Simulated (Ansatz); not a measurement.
What a tighter setting buys: basis.ecutwfc, GaPt₃ (P4/mbm, 8 atoms in the cell)

Cell: a = 5.5858 Å, b = 5.5858 Å, c = 3.9375 Å, α = 90.00°, β = 90.00°, γ = 90.00°.

Method: r2SCAN, default PAW files made with PBE (plane waves; Ansatz, a quantum-chemistry and plane-wave program).

Base settings: basis.ecutwfc = 500 eV; kpoints.mp_grid.grid = 5 5 7; hamiltonian.xc = r2scan; hamiltonian.pseudopotentials = {kind: paw} (the program's default PAW files); scf.occupations.method = fermi_dirac; scf.occupations.width = 0.136 eV.

Misses are taken against the tightest run, 1000 eV, which need not be fully converged itself. The energy is the free energy per atom.

The count of work is k-points × plane waves × bands × iterations; it is no time, and leaves out set-up, grids and terms that scale otherwise. Core times come from one kind of shared machine and are given to one figure; runs under 30 s give none.

Ansatz's pressure holds its estimate of the finite-basis (Pulay) stress, which hides part of the cutoff error; the uncorrected pressure shows it.

The starting cell comes from a database of computed structures (which also holds hypothetical and non-ambient phases and stackings), without a prior relaxation at this level. Spin polarisation is off. In the base run, with a pressure of about -6 GPa the cell is away from its equilibrium volume at this level. Ansatz's pressure includes its estimate of the finite-basis (Pulay) stress.

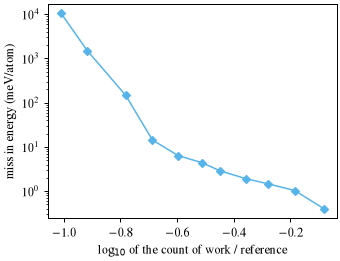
Figure: Miss against the count of work; the reference run is not drawn, and misses under 0.1 meV/atom are drawn there.

| basis.ecutwfc | energy less reference (meV/atom) | pressure less reference (GPa) | largest difference in the force on any atom (eV/Å) | uncorrected pressure less reference (GPa) | count of work / reference | core time / reference (rough) |
|---|---|---|---|---|---|---|
| 200 eV | 10455.12 | -7.53 | 0.408 | -500.84 | 0.098 | – |
| 250 eV | 1510.55 | 6.07 | 0.008 | -107.42 | 0.12 | – |
| 300 eV | 146.92 | 0.01 | 0.020 | -15.25 | 0.17 | – |
| 350 eV | 14.36 | -0.06 | 0.003 | -1.23 | 0.21 | – |
| 400 eV | 6.39 | 0.02 | 0.001 | -0.08 | 0.25 | – |
| 450 eV | 4.39 | 0.01 | 0.000 | -0.10 | 0.31 | – |
| 500 eV | 2.87 | 0.01 | 0.000 | -0.05 | 0.36 | – |
| 575 eV | 1.91 | 0.01 | 0.000 | 0.00 | 0.44 | – |
| 650 eV | 1.48 | 0.01 | 0.000 | 0.00 | 0.52 | – |
| 750 eV | 1.04 | 0.00 | 0.000 | -0.01 | 0.65 | 0.4 |
| 875 eV | 0.40 | 0.00 | 0.000 | -0.01 | 0.83 | 0.6 |
| 1000 eV | 0.00 | 0.00 | 0.000 | 0.00 | 1.0 | 1 |

Coarsest setting among those run that, with all tighter ones, holds the energy within 10 meV/atom of the reference: 400 eV, off by 6.4 meV/atom; it needs 0.25 of the reference's count of work.

Coarsest setting among those run that, with all tighter ones, holds the energy within 5 meV/atom of the reference: 450 eV, off by 4.4 meV/atom; it needs 0.31 of the reference's count of work.

The step from 350 eV to 650 eV: it takes the miss in the energy from 14 to 1.5 meV/atom, for 2.5 times the count of work.

Keys are those of Ansatz 0.2.
